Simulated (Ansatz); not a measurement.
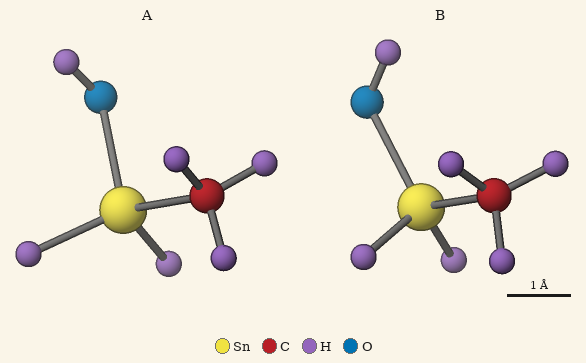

Two geometries of CH$_{6}$OSn, drawn at one scale. One is the start of a relaxation, the other its converged end. Style: ball-and-stick. Shown from a free direction.

The calculation used RKS B3LYP/def2-SVP in Ansatz 0.2.0. (no spin polarisation; force threshold 0.03 eV/Å; at most 50 steps)

**Which geometry has the lower energy?**

Structure A is the relaxed one. The run prepares an end point of a later path (reaction) calculation, from a guessed geometry. An H atom moves most after the best rigid fit: 0.90 Å. Largest moves by element: H 0.90 Å, O 0.43 Å, Sn 0.18 Å, C 0.11 Å. Some distances before and after: C–Sn 2.142 → 2.169 Å, H–Sn 1.724 → 1.730 Å, H–Sn 1.711 → 1.717 Å. Bond angles that change, for instance: C–Sn–H 74.6° → 111.4°, Sn–C–H 122.6° → 109.5°, C–Sn–H 124.1° → 112.5°. Over 11 accepted moves (13 points after the start) the energy falls by 16.2 kcal/mol. Largest force component: 1.5 eV/Å at the start, 0.023 eV/Å at the end. The line search rejected the trial steps at points 7, 12 of the run. The forces were under the threshold at step 11, but the run went on from there. The run took 32 s on 2 threads of Arm Neoverse V1, on a shared host, peak memory 0.17 GiB.
